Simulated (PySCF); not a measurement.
**FH, SMILES `F`: what the electrons do**

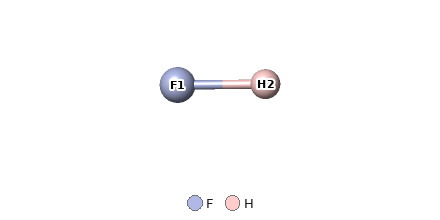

The molecule, with its atoms numbered as below. No frequency check shows the geometry to be a minimum.

Coordinates in Å:

```
F1       0.0932    0.0000    0.0000
H2      -0.8392    0.0000    0.0000
```

### 1. Bonding charge

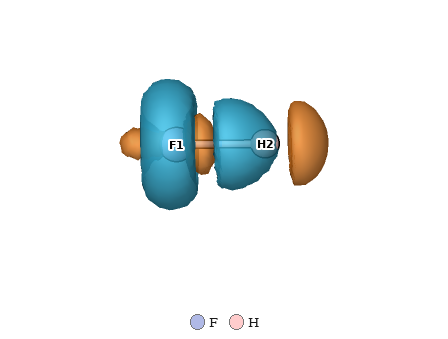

Deformation density (molecule less spherical, spin-averaged free atoms at the same positions), surfaces at ±0.1 e/Å³; light blue: gain, orange: loss.

Computed with PySCF, PBE0/def2-TZVP, geometry: GFN2-xTB.

How much density has each bond gained at its critical point, relative to the free atoms?

Answer. F1–H2: +0.72 e/Å³ at the bond critical point (bond length 0.93 Å, Mayer order 0.9). In all, 0.4 electrons gather in the regions of gain relative to the promolecule.

Where do the Hirshfeld charges lie?

Answer. The highest Hirshfeld charge is on H2 (+0.23 e), the lowest on F1 (−0.23 e).

### 2. Bond critical points

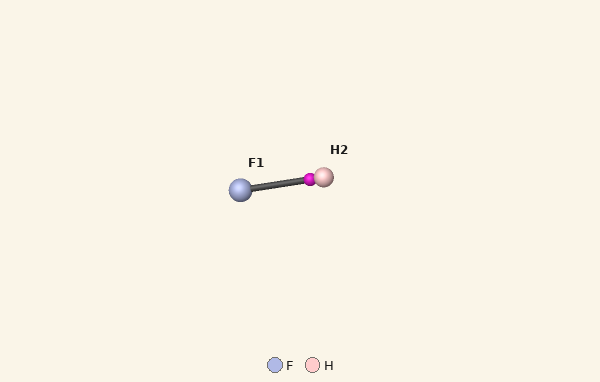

Molecular graph of the electron density (QTAIM): bond paths, bond critical points (magenta), ring points (cyan, if any); weak paths are dashed.

How many critical points of each kind are there, and does the count close?

Answer. 2 nuclei, 1 bond, 0 ring and 0 cage critical points: 2 − 1 + 0 − 0 = 1, as the Poincaré–Hopf relation requires.

Tabulate density, Laplacian, ellipticity and energy density at the bond critical points (atomic units).

Answer.
| bond | length (Å) | ρ (a.u.) | ∇²ρ (a.u.) | ε | H (a.u.) |
| --- | --- | --- | --- | --- | --- |
| F1–H2 | 0.932 | 0.354 | −2.58 | 0.00 | −0.724 |

What kind of interaction is F1–H2?

Answer. Shared-shell (covalent): ρ = 0.354, ∇²ρ = −2.58, H = −0.724 a.u.

### 3. Local ionisation energy

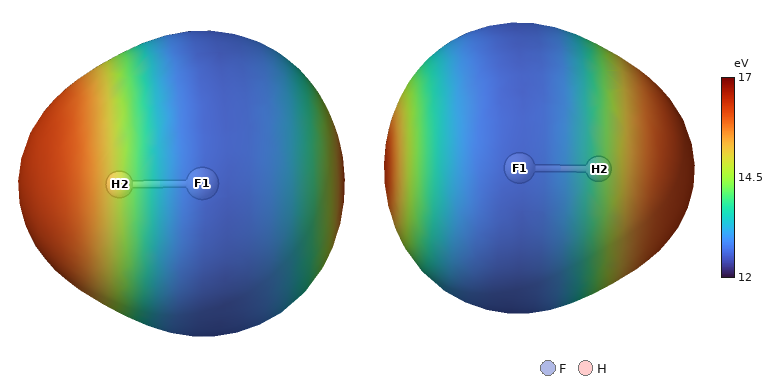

Average local ionisation energy on the surface of electron density 0.001 a.u. (back view left, front view right).

Where are the most loosely bound electrons on this surface?

Answer. The lowest value is 12.6 eV, 1.7 Å from F1, and at like points elsewhere. For comparison, the highest occupied orbital lies at −11.6 eV.

### 4. In an electric field

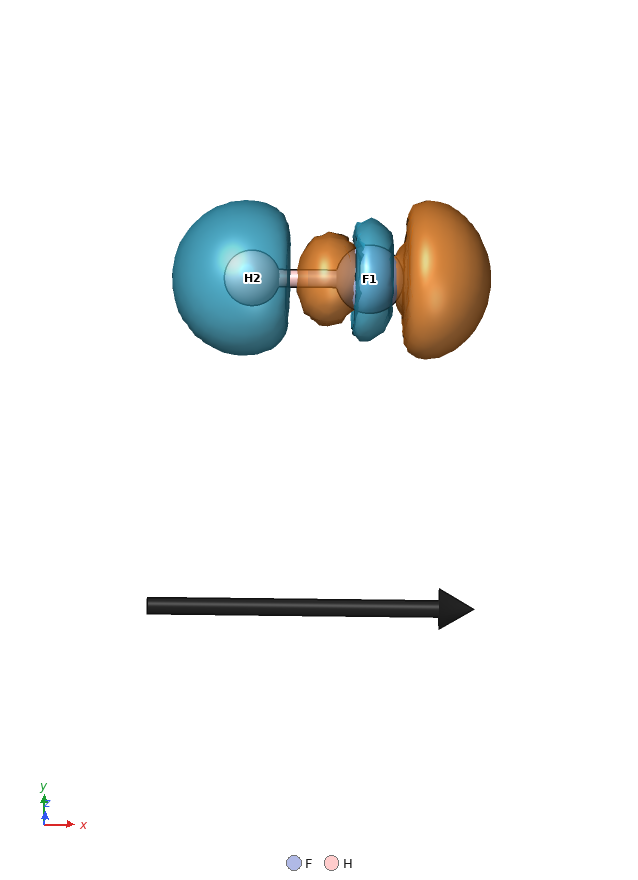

Change of the electron density in a uniform field of 0.21 V/Å along +x (arrow), surfaces at ±0.002 e/Å³ (light blue: gain, orange: loss).

Level of theory: PBE0/def2-TZVP (PySCF), at a geometry from GFN2-xTB. A basis without diffuse functions makes polarisabilities too small.

What dipole is induced, and what polarisability does it imply?

Answer. The induced dipole is 0.05 D (along the field); α along this axis, from the fields in both directions, is 5 bohr³ (0.8 Å³).

Which atoms gain and lose the most charge?

Answer. Electrons gather most on H2 (Hirshfeld charge changes by −0.005 e) and leave F1 most (+0.005 e); 0.008 electrons are displaced in all.
